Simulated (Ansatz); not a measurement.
Run report: WHCl₄F, geometry relaxation (part 2 of 2)

WHCl₄F; RHF/def2-SVP (Ansatz 0.2.0). It belongs to a series of runs on one base structure; here: start relaxed.

Geometry of the input (Å):
```
W  0.0000  0.0000  0.0000
F  0.0000  0.0000  1.8500
H  1.7200  0.0000  0.0000
Cl 0.0000  2.3900  0.0000
Cl -2.3900  0.0000  0.0000
Cl 0.0000  -2.3900  0.0000
Cl 0.0000  0.0000  -2.3900
```

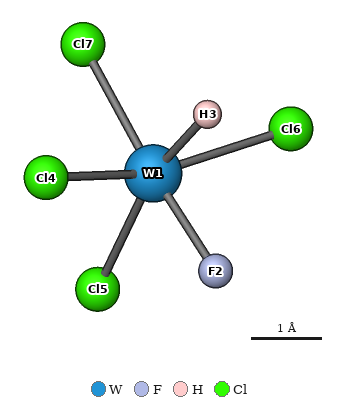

Figure 1. The geometry at step 6 of the log (ball-and-stick view, seen at a tilt; atoms are numbered from 1 in the order of the input).

**Trajectory as extended XYZ (Å, eV, eV/Å), 11 frames, from step=1 to step=11**
```
7
Properties=species:S:1:pos:R:3:forces:R:3 step=1 energy=-54526.33914
W     0.0000    0.0000    0.0000   -2.4989   0.0000  -1.0949
F     0.0000    0.0000    1.8500    0.5002   0.0000  -1.1341
H     1.7200    0.0000    0.0000   -0.2744   0.0000  -0.0427
Cl    0.0000    2.3900    0.0000    0.5752  -1.9568   0.0892
Cl   -2.3900    0.0000    0.0000    0.6462   0.0000   0.0586
Cl    0.0000   -2.3900    0.0000    0.5752   1.9568   0.0892
Cl    0.0000    0.0000   -2.3900    0.4765   0.0000   2.0346
7
Properties=species:S:1:pos:R:3:forces:R:3 step=2 energy=-54526.99731
W    -0.1642    0.0000   -0.0470    1.0556   0.0000   0.4998
F     0.0762    0.0000    1.7783   -0.0904   0.0000   0.2172
H     1.5746    0.0000   -0.0310   -0.7035   0.0000  -0.0173
Cl    0.1110    2.2340    0.0093    0.2504   0.7781   0.0960
Cl   -2.4625    0.0000    0.0035   -0.9088   0.0000   0.1460
Cl    0.1110   -2.2340    0.0093    0.2504  -0.7781   0.0960
Cl    0.0840    0.0000   -2.2623    0.1463   0.0000  -1.0376
7
Properties=species:S:1:pos:R:3:forces:R:3 step=3 energy=-54527.10372
W    -0.1659    0.0000   -0.0545   -0.2821   0.0000   0.0135
F     0.0355    0.0000    1.7771    0.0017   0.0000  -0.0526
H     1.5047    0.0000   -0.0497    0.2977   0.0000   0.1133
Cl    0.1773    2.2555    0.0265    0.1145   0.0204  -0.0126
Cl   -2.5041    0.0000    0.0398   -0.1877   0.0000   0.0075
Cl    0.1773   -2.2555    0.0265    0.1145  -0.0204  -0.0126
Cl    0.1051    0.0000   -2.3059   -0.0586   0.0000  -0.0564
7
Properties=species:S:1:pos:R:3:forces:R:3 step=4 energy=-54527.11924
W    -0.1783    0.0000   -0.0625    0.0557   0.0000  -0.0985
F     0.0177    0.0000    1.7692   -0.1642   0.0000  -0.0102
H     1.5021    0.0000    0.0073    0.0101   0.0000  -0.0313
Cl    0.2285    2.2507    0.0136    0.0160  -0.0787  -0.0392
Cl   -2.5292    0.0000    0.0421    0.0751   0.0000   0.0908
Cl    0.2285   -2.2507    0.0136    0.0160   0.0787  -0.0392
Cl    0.0606    0.0000   -2.3233   -0.0089   0.0000   0.1277
7
Properties=species:S:1:pos:R:3:forces:R:3 step=5 energy=-54527.13251
W    -0.1841    0.0000   -0.0744    0.2214   0.0000  -0.1792
F    -0.0625    0.0000    1.7646   -0.0269   0.0000  -0.0026
H     1.5029    0.0000    0.0412   -0.2129   0.0000   0.0926
Cl    0.2851    2.2403   -0.0156   -0.0495  -0.0742  -0.0197
Cl   -2.5372    0.0000    0.0940    0.1845   0.0000   0.0246
Cl    0.2851   -2.2403   -0.0156   -0.0495   0.0742  -0.0197
Cl    0.0407    0.0000   -2.3342   -0.0672   0.0000   0.1039
7
Properties=species:S:1:pos:R:3:forces:R:3 step=6 energy=-54527.14702
W    -0.1777    0.0000   -0.1032    0.1788   0.0000  -0.0759
F    -0.1413    0.0000    1.7443    0.1202   0.0000   0.1169
H     1.4970    0.0000    0.1463   -0.3637   0.0000   0.1028
Cl    0.3365    2.2305   -0.0656   -0.0704  -0.0548  -0.0278
Cl   -2.5233    0.0000    0.1650    0.2609   0.0000  -0.0750
Cl    0.3365   -2.2305   -0.0656   -0.0704   0.0548  -0.0278
Cl    0.0023    0.0000   -2.3610   -0.0555   0.0000  -0.0132
7
Properties=species:S:1:pos:R:3:forces:R:3 step=7 energy=-54527.16165
W    -0.1677    0.0000   -0.1200    0.0588   0.0000   0.1238
F    -0.1592    0.0000    1.7361    0.0976   0.0000   0.1659
H     1.4798    0.0000    0.2438   -0.3426   0.0000  -0.0099
Cl    0.3497    2.2281   -0.1118   -0.0341  -0.0440  -0.0050
Cl   -2.5005    0.0000    0.2009    0.2784   0.0000  -0.1043
Cl    0.3497   -2.2281   -0.1118   -0.0341   0.0440  -0.0050
Cl   -0.0217    0.0000   -2.3773   -0.0239   0.0000  -0.1654
7
Properties=species:S:1:pos:R:3:forces:R:3 step=8 energy=-54527.14581 accepted=F
W    -0.1754    0.0000   -0.1406    0.2824   0.0000   1.0216
F    -0.1753    0.0000    1.7685    0.1077   0.0000  -1.0344
H     1.4512    0.0000    0.2806   -0.3494   0.0000   0.0628
Cl    0.3724    2.2166   -0.1279   -0.0609  -0.0150  -0.0395
Cl   -2.4792    0.0000    0.2180    0.1354   0.0000  -0.0678
Cl    0.3724   -2.2166   -0.1279   -0.0609   0.0150  -0.0395
Cl   -0.0360    0.0000   -2.4107   -0.0542   0.0000   0.0969
7
Properties=species:S:1:pos:R:3:forces:R:3 step=9 energy=-54527.17125
W    -0.1668    0.0000   -0.1201    0.0505   0.0000   0.1071
F    -0.1473    0.0000    1.7455    0.0103   0.0000  -0.0441
H     1.4642    0.0000    0.2603   -0.1254   0.0000   0.0183
Cl    0.3464    2.2261   -0.1174   -0.0094  -0.0022  -0.0064
Cl   -2.4840    0.0000    0.1936    0.0867   0.0000   0.0027
Cl    0.3464   -2.2261   -0.1174   -0.0094   0.0022  -0.0064
Cl   -0.0290    0.0000   -2.3844   -0.0034   0.0000  -0.0712
7
Properties=species:S:1:pos:R:3:forces:R:3 step=10 energy=-54527.17405
W    -0.1646    0.0000   -0.1278    0.0171   0.0000   0.0447
F    -0.1522    0.0000    1.7423   -0.0195   0.0000   0.0042
H     1.4444    0.0000    0.3016   -0.0054   0.0000  -0.0074
Cl    0.3543    2.2239   -0.1339    0.0038   0.0002  -0.0106
Cl   -2.4686    0.0000    0.2106    0.0063   0.0000  -0.0009
Cl    0.3543   -2.2239   -0.1339    0.0038  -0.0002  -0.0106
Cl   -0.0375    0.0000   -2.3988   -0.0059   0.0000  -0.0194
7
Properties=species:S:1:pos:R:3:forces:R:3 step=11 energy=-54527.17445
W    -0.1609    0.0000   -0.1252   -0.0094   0.0000  -0.0147
F    -0.1641    0.0000    1.7457   -0.0018   0.0000  -0.0052
H     1.4433    0.0000    0.3184    0.0034   0.0000   0.0035
Cl    0.3676    2.2219   -0.1430    0.0035  -0.0163   0.0073
Cl   -2.4652    0.0000    0.2069    0.0019   0.0000   0.0052
Cl    0.3676   -2.2219   -0.1430    0.0035   0.0163   0.0073
Cl   -0.0583    0.0000   -2.3998   -0.0011   0.0000  -0.0035
```

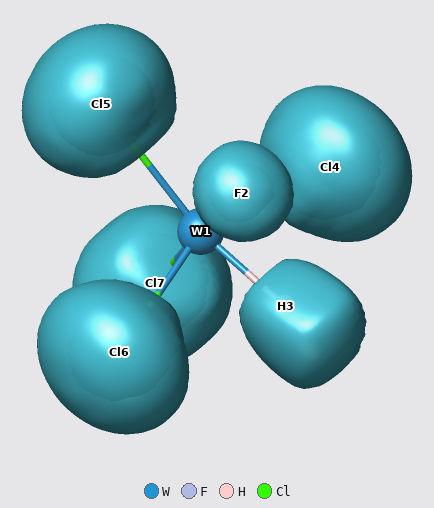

Figure 2. Isosurface of the electron localisation function at 0.8 (cyan), seen at an oblique angle. Only the valence region is drawn (cores and ρ < 0.01 e/Å³ removed). Values along the shortest contacts: W–F (1.87 Å): the ELF peaks at about 0.85 in the valence shell of F, 0.5 Å from its nucleus, and drops to about 0.25 between the two atoms. W–Cl (2.28 Å): the ELF peaks at about 0.90 in the valence shell of Cl, 0.8 Å from its nucleus, and is about 0.40 at the midpoint.

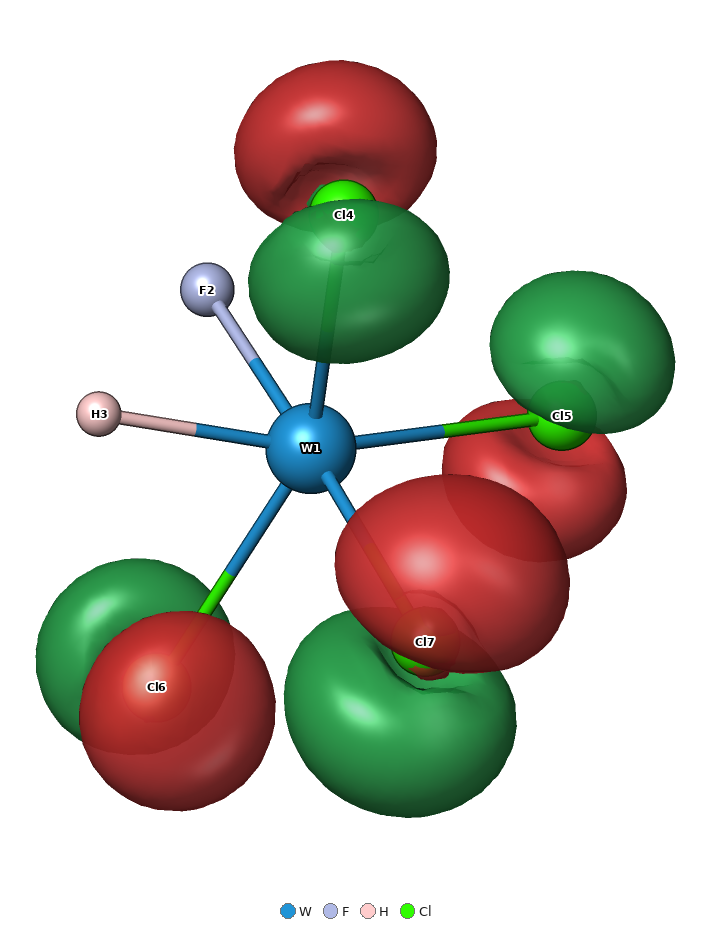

Figure 3. The HOMO−1 at ±0.15 Å⁻³ᐟ² (green and red are the two phases), seen at an oblique angle. Its energy is −12.88 eV.

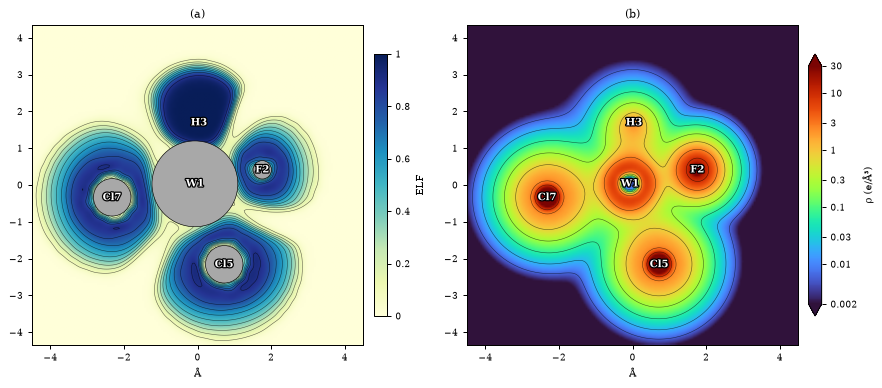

Figure 4. (a) electron localisation function; (b) total electron density on the plane of atoms F2, W1 and H3. Grey discs, where drawn, cover atomic cores. Atoms in the plane: W, F, H and Cl. W–F (1.87 Å): ρ at the midpoint is about 1.1 e/Å³; the ELF peaks at about 0.85 in the valence shell of F, 0.5 Å from its nucleus, and drops to about 0.25 between the two atoms. W–Cl (2.28 Å): ρ is about 0.72 e/Å³ halfway; the ELF peaks at about 0.90 in the valence shell of Cl, 0.8 Å from its nucleus, and is about 0.40 at the midpoint. W–H (1.66 Å): ρ is about 1.8 e/Å³ halfway, with its minimum of 1.2 e/Å³ about 1.1 Å from W; the ELF climbs to about 1 towards the hydrogen, as it does in any bond to H. W–Cl (2.33 Å): ρ is about 0.66 e/Å³ halfway; the ELF peaks at about 0.85 in the valence shell of Cl, 0.8 Å from its nucleus, and is about 0.35 at the midpoint.

**Results in brief**

```csv
quantity,value
outcome,converged
total energy,−54527.1744 eV
mean-field energy,−54527.1744 eV
largest force (length of the vector) at the end,0.018 eV/Å
wall time,15 s (CPU time 55 s)
peak memory,0.43 GiB
```
